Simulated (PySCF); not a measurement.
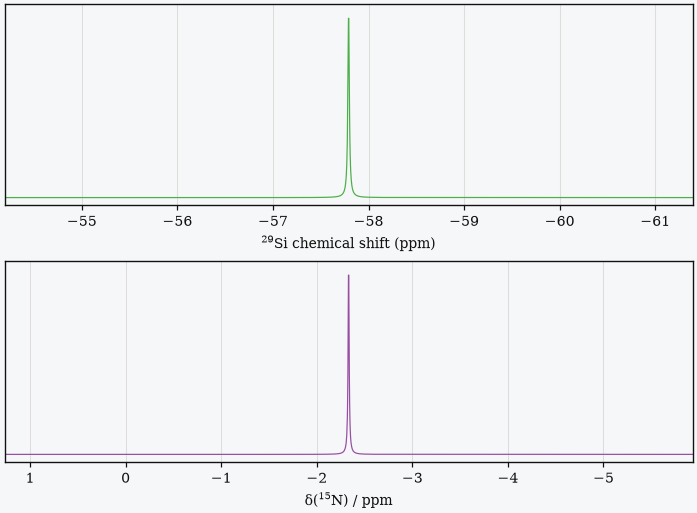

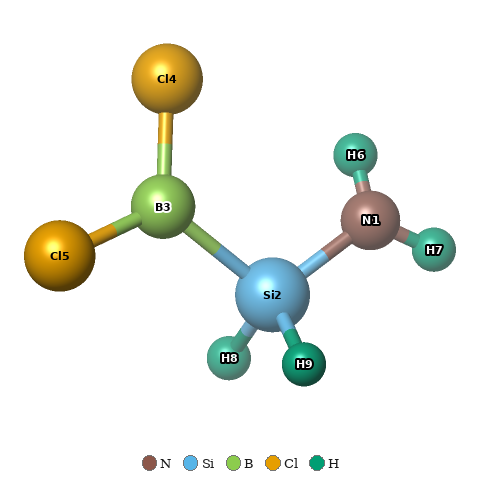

Spectrum and numbered structure of BSiNH₄Cl₂, SMILES N[SiH2]B(Cl)Cl. GIAO shifts, PBE0/pcSseg-1, PySCF, at a PBE0-D3(BJ)/def2-SVP geometry (no frequency check), against TMS for ²⁹Si and NH₃ for ¹⁵N computed at the same level (¹⁵N: a single molecule, while the usual scales start at liquid NH₃ or nitromethane; multiply bonded nitrogen can come out tens of ppm too deshielded). Gas phase, fully decoupled, line heights follow the number of nuclei, widths are arbitrary (no quadrupolar broadening); values of one conformer, averaged over nuclei that symmetry, rotation about single bonds or inversion at nitrogen exchange, these motions taken as fast; other conformers aren't averaged in.

Question: Where does the ²⁹Si line lie?

Answer: At −57.8 ppm (Si2).

Question: Where does the ¹⁵N line lie?

Answer: At −2.3 ppm (N1).
